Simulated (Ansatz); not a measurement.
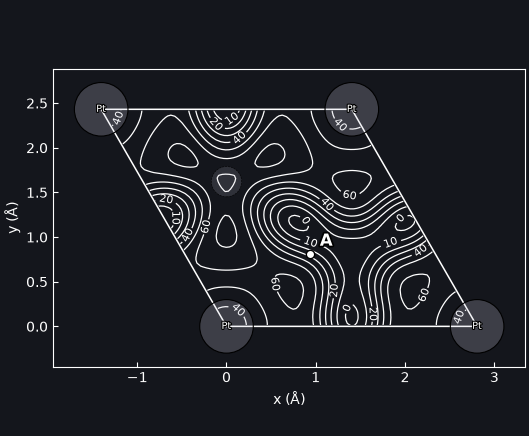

Cl on a Pt(111) slab cut from the Fm-3m phase, its upper half relaxed before the scan (12 atoms of substrate and one adsorbate in a 2 × 2 cell). 
- Cl is moved over the surface cell; relaxed at each place: the height of the adsorbate's atoms; substrate rigid; the origin of the map has the adsorbate above Pt9.
- Places are given modulo a cell vector. The map is drawn in real space over the plane of the surface.
- The scan uses a 6 × 6 grid; 10 points were computed and 26 follow by symmetry.
- Places are given in fractions of the 1 × 1 surface cell.
- All energies are given in meV relative to the lowest grid point.
- Theory: DFT PBE, scalar-relativistic, plane waves, PAW in Ansatz. Settings: cutoff 420 eV, k-mesh 6×6×1, gaussian smearing 0.1 eV, no spin polarisation.

The picture shows contour lines labelled in meV (none above 80), labelled circles for the atoms of the top layer and small ones for the second layer, the outline of one cell of the plane, the point A. Between grid points the surface is interpolated.

Question: Which way does the force act at A, and how strong is it?

Answer: A, at (3/6, 2/6) of the cell vectors, is not a stationary point. The computed force is 0.15 eV/Å in the plane, pointing up and right in the picture (components 0.06 and 0.14 eV/Å).

PAW datasets: the set soft_1.
